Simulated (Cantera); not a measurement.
A closed system holds: 1 mol (CH3)2SiCl2, 0.28 mol C3H8, 640 mol H2, held at 2150 K.

These are equilibrium values from Cantera (NASA tables, ideal gas, pure condensed phases), not measurements of a reactor. Candidate condensed phases: C, C6H6, C7H8, C8H18, Si, SiC; 109 gas species. The feed counts by its element totals alone. Gases not in the tables: Si2H6 and higher silanes. Equilibrium is a limit: real reactors are often held back by kinetics, nucleation or transport.

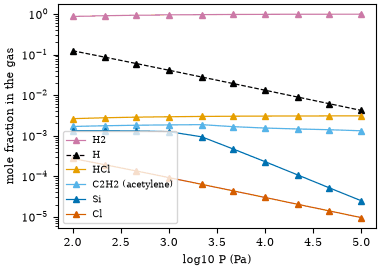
*Equilibrium gas composition (values under 1e-9 drawn at 1e-9)*

### Question
Read off the mole fractions at 0.220 bar.

### Answer
H2 about 0.99, H about 0.0089, HCl about 0.0031, C2H2 (acetylene) about 0.0015, Si about 0.00011, Cl about 2.0e-5.
